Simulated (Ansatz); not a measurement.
**AsBH6 (SMILES [BH3-][AsH3+]): density, localisation and related maps**

```xyz
8

B    -0.6254    0.1790   -1.0041
As    0.4638   -0.1399    0.7020
H    -1.7336   -0.1724   -0.6799
H    -0.0716   -0.5318   -1.8071
H    -0.4911    1.3649   -1.1845
H     0.0740    0.5932    1.9596
H     0.5409   -1.5357    1.2647
H     1.9351    0.1856    0.6935
```

Geometry: PBE0-D4/def2-TZVP.

These are results of RKS PBE0-D4/def2-TZVPP (Ansatz 0.2.0), not measurements.

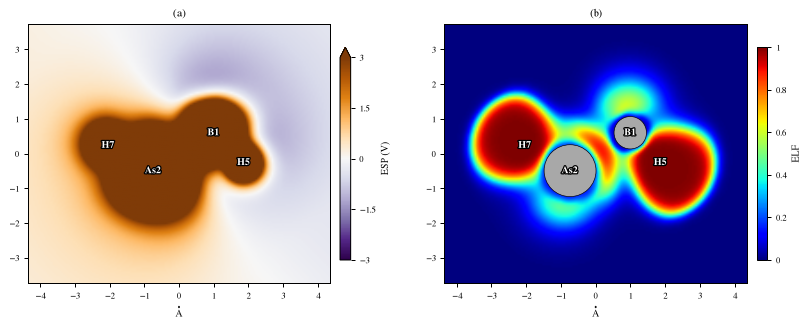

Figure 1. (a) electrostatic potential; (b) electron localisation function on the plane of atoms B1, As2 and H7. Grey discs cover the atomic cores in the ELF map.

Read the bonding off the picture.

Answer. The plane passes through B, As and H nuclei. B–As (2.05 Å): the ELF peaks at about 0.90 between the atoms, as expected for a covalent bond. B–H (1.21 Å): the ELF climbs to about 1 towards the hydrogen, as it does in any bond to H; an ordinary covalent bond to hydrogen. As–H (1.51 Å): the ELF climbs to about 1 towards the hydrogen. Outside the dense part of the molecule the potential is most negative (−1.2 V) near H3 and H5, which lies off the plane.

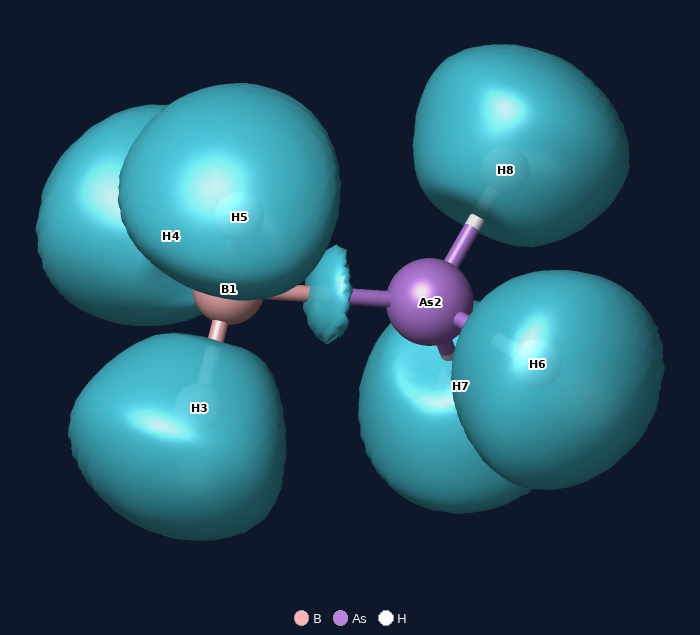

Figure 2. Isosurface of the electron localisation function at 0.8 (cyan), seen at a tilt. Only the valence region is drawn (cores and ρ < 0.01 e/Å³ removed).

Describe the localisation domains.

Answer. At this value the surface marks out one region between bonded As–B atoms (shared pairs) and six regions around hydrogen nuclei.

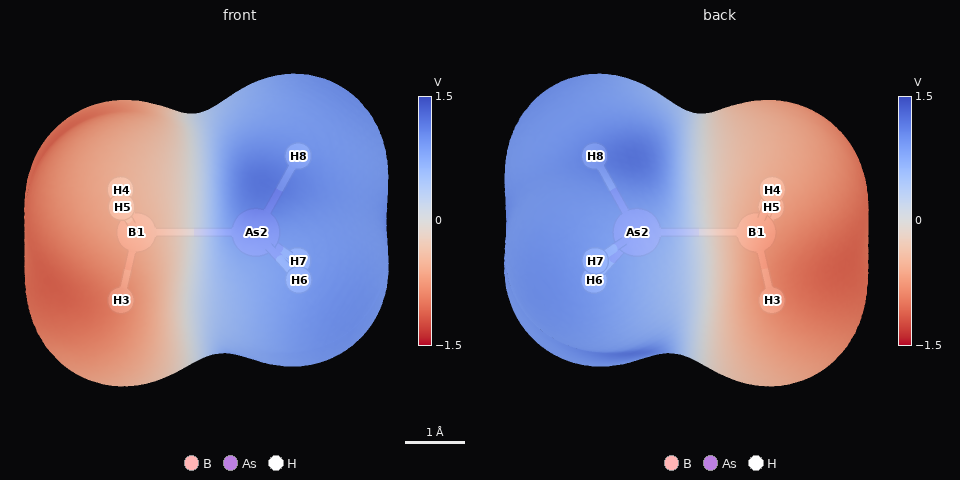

Figure 3. The electrostatic potential painted on the density surface at 0.001 e/bohr³, seen from the front and from behind; the colour scale runs from red (negative) to blue (positive).

Which sites attract a positive test charge, and which a negative one?

Answer. A positive charge is drawn to the negative regions and a negative charge to the positive ones. The most negative region (about −1.1 V) lies over H3, the most positive (about +1.2 V) over As2.

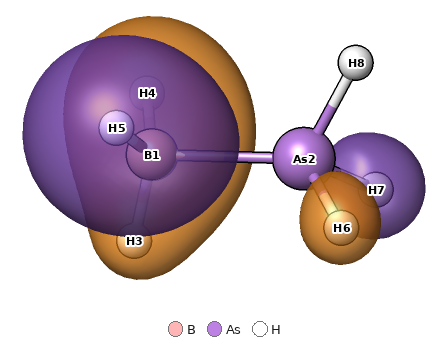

Figure 4. The HOMO at ±0.08 Å⁻³ᐟ² (orange and purple are the two phases), seen at a tilt.

What is the character of this orbital?

Answer. By Hirshfeld shares it lies mainly on B1 (about 40 %), H5 (about 30 %), H4 (about 15 %) and As2 (about 5 %). It is one of a degenerate set, so its orientation is arbitrary. Its energy is −8.64 eV.
